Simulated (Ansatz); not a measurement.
# CH6BFSn (SMILES [BH3-][Sn+]([CH3])[F]): what the fields show

Input file:

```
basis:
  gaussian:
    orbitals: def2-TZVPD
crystal:
  periodic: [false, false, false]
  atoms:
    - {symbol: C, position_ang: [1.041558, -2.101117, -1.647303]}
    - {symbol: B, position_ang: [1.010203, 1.989533, -2.778111]}
    - {symbol: F, position_ang: [0.141386, 0.177699, 0.317481]}
    - {symbol: Sn, position_ang: [1.024601, 0.102392, -1.458905]}
    - {symbol: H, position_ang: [1.039636, 2.938950, -2.023415]}
    - {symbol: H, position_ang: [1.904179, 1.795152, -3.580443]}
    - {symbol: H, position_ang: [-0.116553, 1.618254, -3.146502]}
    - {symbol: H, position_ang: [1.911692, -2.478177, -1.072386]}
    - {symbol: H, position_ang: [1.135886, -2.407212, -2.706522]}
    - {symbol: H, position_ang: [0.111308, -2.500366, -1.200024]}
hamiltonian:
  xc: {name: PBE0}
output: {forces: true, orbitals: {seedname: orbitals}}
```

Command:

```sh
ansatz run input.yaml --threads 2 --pin off --max-ram 4350MiB --events-out events.jsonl --progress --plain --runs-dir runs
```

Geometry: BLYP-D3(BJ)/def2-SVP; core potentials replace the inner electrons of Sn.

Theory: Ansatz 0.2.0, isolated molecule in a Gaussian basis; Kohn-Sham density functional theory, functional PBE0.

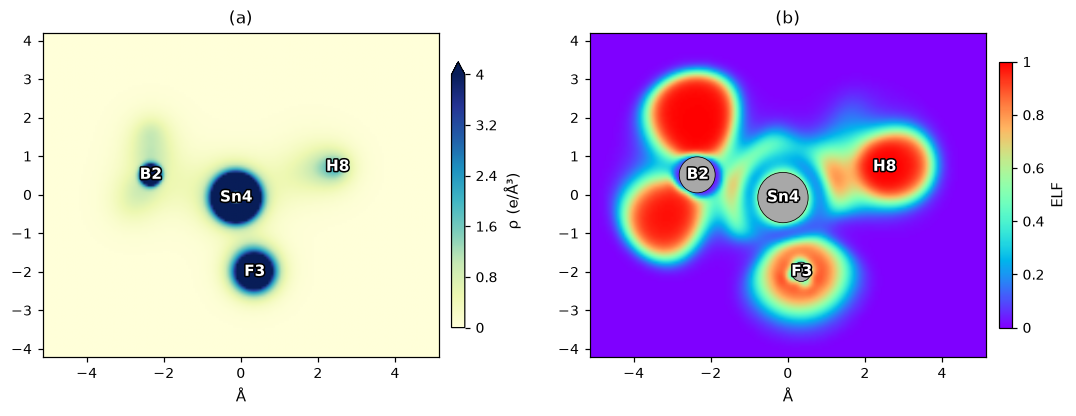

Figure 1. (a) electron density; (b) electron localisation function on the plane of atoms B2, Sn4 and F3. Grey discs cover the atomic cores in the ELF map.

Read the bonding off the picture.

Answer.
- Atoms in the plane: B, F, Sn and H.
- Sn–F (1.99 Å): the density is about 0.72 e/Å³ at the midpoint; the ELF peaks at about 0.80 in the valence shell of F, 0.5 Å from its nucleus, and drops to about 0.15 between the two atoms.
- Sn–B (2.30 Å): ρ at the midpoint is about 0.52 e/Å³, with its minimum of 0.45 e/Å³ about 1.4 Å from Sn; the ELF peaks at about 0.70 in the valence shell of B, 0.9 Å from its nucleus, and is about 0.55 at the midpoint.
- The ELF also peaks beside F3, away from the bonds: lone-pair regions.

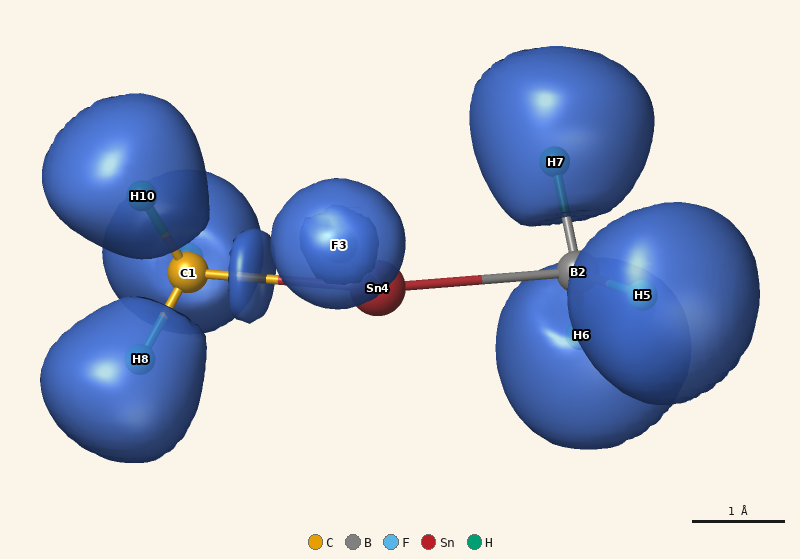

Figure 2. Isosurface of the ELF at 0.8 (blue), seen from one side. Only the valence region is drawn (cores and ρ < 0.01 e/Å³ removed).

Describe the localisation domains.

Answer. The surface consists of six regions around hydrogen nuclei, one lobe of the valence shell of C pointing towards Sn (polar bonds) and one region wrapped around F (its valence shell).


 C–Sn (2.21 Å): the ELF peaks at about 0.90 in the valence shell of C, 0.7 Å from its nucleus, and drops to about 0.20 between the two atoms.

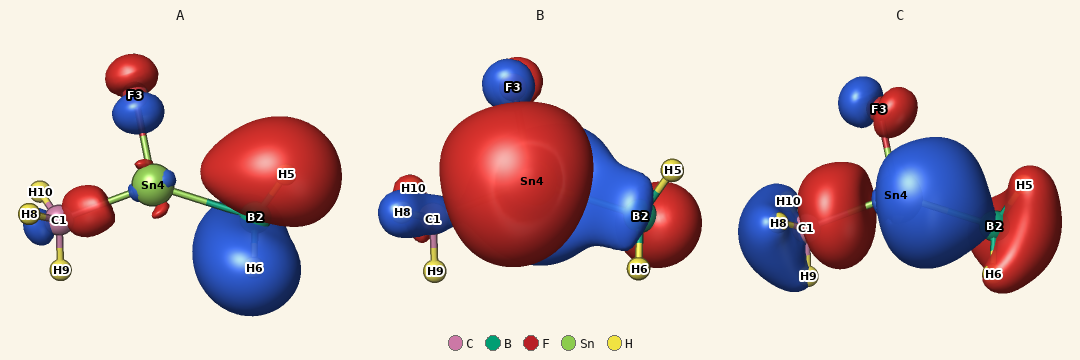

Figure 3. Three frontier orbitals at ±0.08 Å⁻³ᐟ² (red and blue are the two phases), in no order.

Which picture is the HOMO−1, the HOMO and the LUMO?

Answer. A is the HOMO−1 (−9.34 eV). It lies mainly on B2 (about 40 %), H5 (about 30 %), H6 (about 15 %), Sn4 (about 5 %) and H7 (about 5 %). C is the HOMO (−7.60 eV). By Hirshfeld shares it lies mainly on Sn4 (about 35 %), C1 (about 25 %) and B2 (about 20 %). B is the LUMO (−2.73 eV). Its weight (Hirshfeld) is mainly on Sn4 (about 70 %) and B2 (about 10 %).

What is the HOMO–LUMO gap?

Answer. 4.87 eV between the orbital energies.

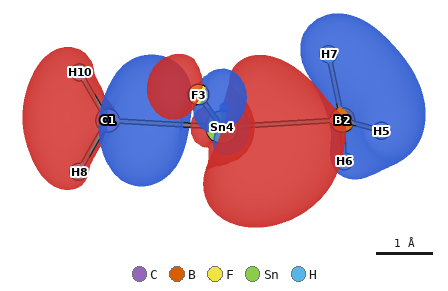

Figure 4. The HOMO at ±0.08 Å⁻³ᐟ² (blue and red are the two phases), seen from one side.

Where does this orbital lie, and at what energy?

Answer. Its weight (Hirshfeld) is mainly on Sn4 (about 35 %), C1 (about 25 %) and B2 (about 20 %). Its energy is −7.60 eV.
